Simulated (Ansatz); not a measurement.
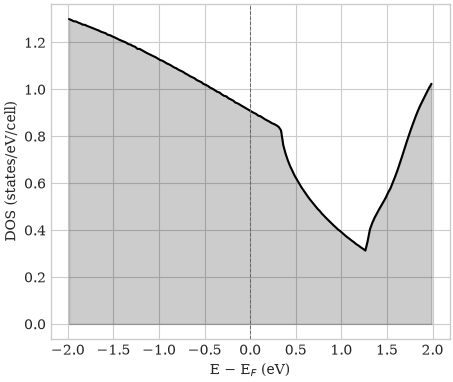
Fig. 1. Density of states of AuAl2 (Fm-3m) near the Fermi level, Ansatz (a first-principles code) with PBEsol, rigid bands.

With 3 atoms a cell, what bare Sommerfeld coefficient γ = (π²/3) k_B² N(E_F) follows?

N(E_F) ≈ 0.91 states/eV a cell at 300 K, so γ ≈ 0.71 mJ/(mol of atoms·K²), before electron-phonon enhancement.

How far does the Fermi level move in a rigid band for 0.1 electron a cell added or removed?

112 meV and -109 meV.

A metal at this level (no band gap); rigid bands, thermally averaged at 300 K, both spins. Spin-orbit coupling is left out, which matters with elements this heavy. Geometry: cell and atoms relaxed with PBEsol.
